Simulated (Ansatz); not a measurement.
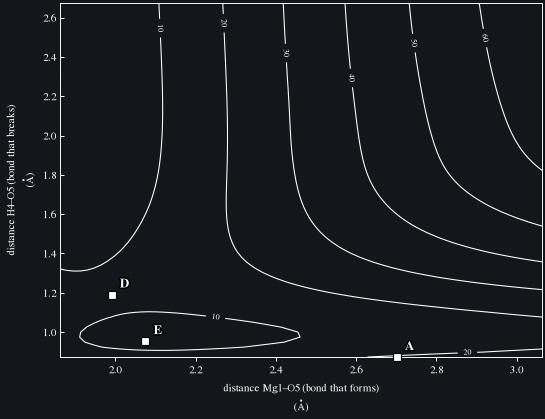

The reacting system CH6MgO (fragments CH₄Mg + H₂O where the first distance is long, CH₄MgO + H₂ where the second is long). First axis: distance Mg1–O5 (bond that forms). Second axis: distance H4–O5 (bond that breaks). Relaxed at each point: all other coordinates. The scan uses a 13 × 13 grid. Points are written as (first, second). All energies are given in kcal/mol relative to the lowest grid point. The reference is spin-restricted, so regions where a bond is pulled apart into radicals lie too high. The calculation used RKS PBE-D4/def2-SVP in Ansatz 0.2.0.

The picture shows contour lines labelled in kcal/mol, lettered points. Between grid points the surface is interpolated.

Q: Is D the lowest point of the computed grid?

A: No. D lies 11.1 kcal/mol above the lowest grid point, which is at (1.863 Å, 2.306 Å).

Q: What kind of point is each of D, E: minimum, saddle, maximum or slope?

A: D: saddle point; E: minimum. (In these two coordinates alone; a stationary point may lie a little off the grid point.)

Q: Rank the lettered points by energy, lowest first.

A: E (7.2 kcal/mol), D (11.1 kcal/mol), A (21.0 kcal/mol).
